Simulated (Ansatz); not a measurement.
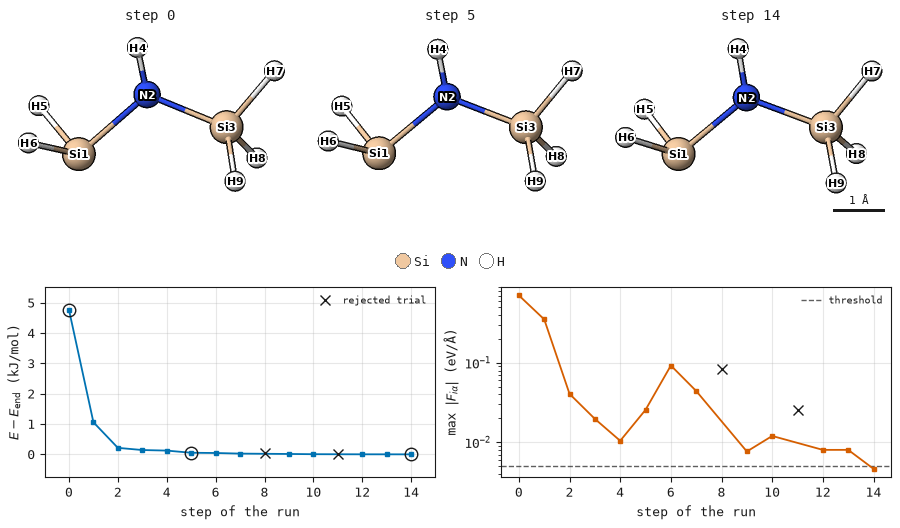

Frames of a relaxation of Si2NH6 (charge −1), marked on the history of the run. The picture is a ball-and-stick view, seen at a tilt.

It is one of the separated reactants of a reaction.

Theory: RKS PBE0-D4/def2-TZVPD in Ansatz 0.2.0. (force threshold 0.005 eV/Å; at most 200 steps)

> What happens along the run?

The energy falls by 4.77 kJ/mol in 12 accepted moves (14 points after the start). Largest force component: 0.71 eV/Å at the start, 0.0046 eV/Å at the end. The line search rejected the trial steps at points 8, 11 of the run. The largest move after the best rigid fit is that of H5, 0.13 Å. By element the largest moves are H 0.13 Å, N 0.11 Å, Si 0.09 Å. Near-neighbour distances that change, for instance: Si1–N2 1.872 → 1.827 Å, N2–Si3 1.720 → 1.689 Å, Si3–H9 1.522 → 1.500 Å, Si1–H6 1.566 → 1.545 Å. Among the angles between lasting bonds that change: Si1–N2–Si3 117.6° → 119.8°. From step 0 to 5: H5 moves most (0.06 Å), energy −4.72 kJ/mol. From step 5 to 14: H6 moves most (0.09 Å), energy −0.05 kJ/mol.

```json
{"step": "0", "E − E(0), kJ/mol": "0.00", "largest force component, eV/Å": "0.7071", "note": ""}
{"step": "1", "E − E(0), kJ/mol": "-3.71", "largest force component, eV/Å": "0.3530", "note": ""}
{"step": "2", "E − E(0), kJ/mol": "-4.55", "largest force component, eV/Å": "0.0407", "note": ""}
{"step": "3", "E − E(0), kJ/mol": "-4.63", "largest force component, eV/Å": "0.0197", "note": ""}
{"step": "4", "E − E(0), kJ/mol": "-4.64", "largest force component, eV/Å": "0.0104", "note": ""}
{"step": "5", "E − E(0), kJ/mol": "-4.72", "largest force component, eV/Å": "0.0256", "note": ""}
{"step": "6", "E − E(0), kJ/mol": "-4.72", "largest force component, eV/Å": "0.0926", "note": ""}
{"step": "7", "E − E(0), kJ/mol": "-4.74", "largest force component, eV/Å": "0.0442", "note": ""}
{"step": "8", "E − E(0), kJ/mol": "-4.71", "largest force component, eV/Å": "0.0828", "note": "rejected"}
{"step": "9", "E − E(0), kJ/mol": "-4.76", "largest force component, eV/Å": "0.0076", "note": ""}
{"step": "10", "E − E(0), kJ/mol": "-4.76", "largest force component, eV/Å": "0.0120", "note": ""}
{"step": "11", "E − E(0), kJ/mol": "-4.76", "largest force component, eV/Å": "0.0253", "note": "rejected"}
{"step": "12", "E − E(0), kJ/mol": "-4.77", "largest force component, eV/Å": "0.0080", "note": ""}
{"step": "13", "E − E(0), kJ/mol": "-4.77", "largest force component, eV/Å": "0.0080", "note": ""}
{"step": "14", "E − E(0), kJ/mol": "-4.77", "largest force component, eV/Å": "0.0046", "note": ""}
```
